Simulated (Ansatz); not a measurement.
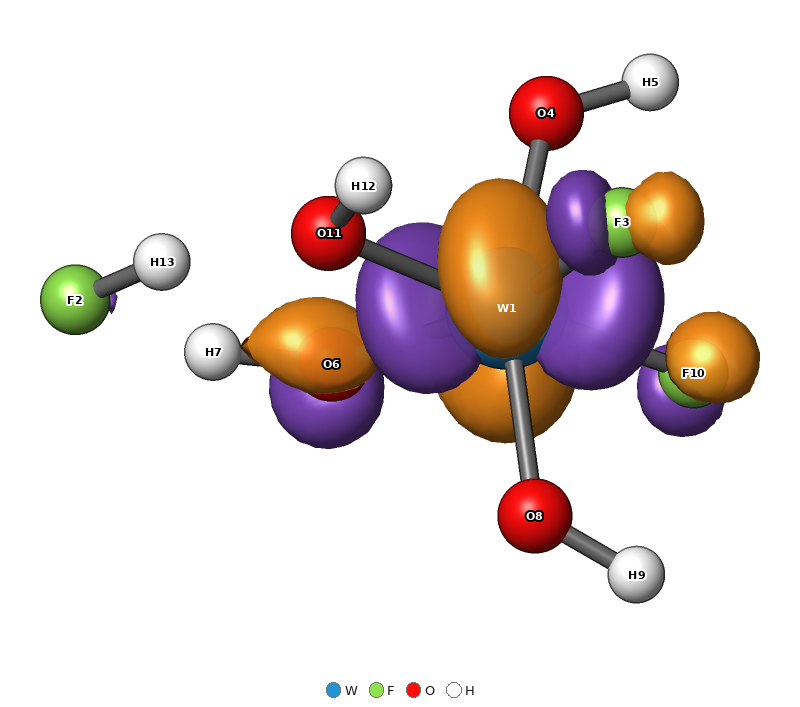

*F₂H₄O₄W···HF. The LUMO at ±0.2 Å⁻³ᐟ² (orange and purple are the two phases), seen at a tilt.*

Core potentials replace the inner electrons of W.

The calculation used Ansatz 0.2.0, RKS PBE/def2-SVP.

```xyz
13

W     0.1367    0.1472   -0.1996
F    -0.6522    0.6510    3.2706
F     1.9528    0.3788   -0.7514
O    -0.2405    1.8776   -0.8798
H    -0.3028    2.0982   -1.8279
O    -1.3097    0.1091    0.9379
H    -1.3241    0.2870    1.9457
O     0.4567   -1.7217   -0.1089
H     0.5434   -2.3014   -0.8892
F    -0.5310   -0.3558   -1.9315
O     1.0271    0.6734    1.5143
H     1.9883    0.8332    1.4452
H     0.1875    0.7248    2.7333
```

Q: Describe this orbital and give its energy.

A: By Hirshfeld shares it lies mainly on W1 (about 60 %), O6 (about 15 %), F3 (about 10 %) and F10 (about 10 %). Its energy is −3.61 eV.
